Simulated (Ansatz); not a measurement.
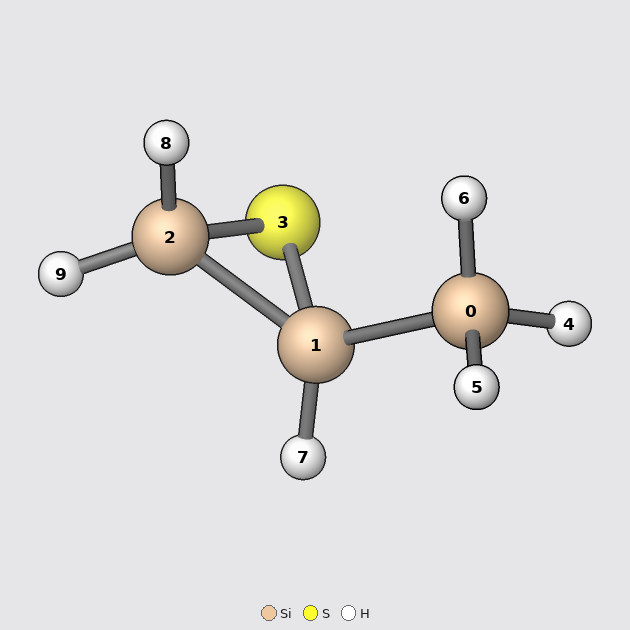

The structure as it stands in the input. Atoms are numbered from 0, in the order of the input.

The calculation was set up as follows.

```yaml
crystal:
  periodic: [false, false, false]
  atoms:
    - {symbol: Si, position_ang: [-1.312081, 1.551182, 0.096021]}
    - {symbol: Si, position_ang: [0.121589, -0.179676, -0.863365]}
    - {symbol: Si, position_ang: [1.581588, -1.454758, 0.488089]}
    - {symbol: S, position_ang: [-0.402608, -2.285256, -0.177870]}
    - {symbol: H, position_ang: [-2.756845, 1.456865, -0.488327]}
    - {symbol: H, position_ang: [-0.730377, 2.966693, -0.217716]}
    - {symbol: H, position_ang: [-1.359583, 1.335713, 1.639745]}
    - {symbol: H, position_ang: [0.395935, -0.065691, -2.395573]}
    - {symbol: H, position_ang: [1.718495, -1.203985, 2.017596]}
    - {symbol: H, position_ang: [2.831142, -2.174741, -0.095450]}
basis:
  gaussian: {orbitals: aug-cc-pVDZ, final_grid: {core_spheres: 20, valence_spheres: 16, degree: 47}}
total_charge: 1
magnetization: {spin_polarized: true, initial_magnetization: 1}
hamiltonian: {xc: {name: revPBE}, dispersion: d3bjatm}
scf: {lower_state_search: light}
```

It was started with:

```sh
ansatz run in.yaml --threads 2 --pin off --events-out ev --progress --plain --max-ram 4352MiB
```

What the program printed:

```
Functional definition: revPBE
  name "revPBE"
  cite "Zhang & Yang, Phys. Rev. Lett. 80, 890 (1998) doi:10.1103/PhysRevLett.80.890"
  cite "Perdew, Burke & Ernzerhof, Phys. Rev. Lett. 77, 3865 (1996) doi:10.1103/PhysRevLett.77.3865"
  parameter kappa = 1.245
  parameter beta = 0.06672455060314922
  exchange = pbe_x(kappa = kappa, mu = beta*pi^2/3)
  correlation = pbe_c(beta = beta)
1711 factors; their error is unknown
mean field evaluation 1: about -34548.1921 eV, gradient 1.9e1 eV
mean field evaluation 2: about -34545.3633 eV, gradient 2.7e1 eV
mean field evaluation 4: about -34550.7076 eV, gradient 6.9e0 eV
mean field evaluation 8: about -34551.0890 eV, gradient 2.3e-1 eV
mean field evaluation 16: about -34550.9864 eV, gradient 1.5e-3 eV
mean field evaluation 32: about -34546.2459 eV, gradient 1.3e1 eV
mean field -34550.98641899 eV, -1269.7253313981 hartree, gradient 2.0e-5 eV, S^2 0.753026; 6 other end points of the search recorded, 0 dependent functions left out
reference -34550.98651187 eV, -1269.7253348116 hartree; 32, 31 occupied and 130, 131 virtual orbitals, 1711 factors
Total energy: -34551.62852279 eV, -1269.7489282777 hartree
```

Self-consistency was reached.
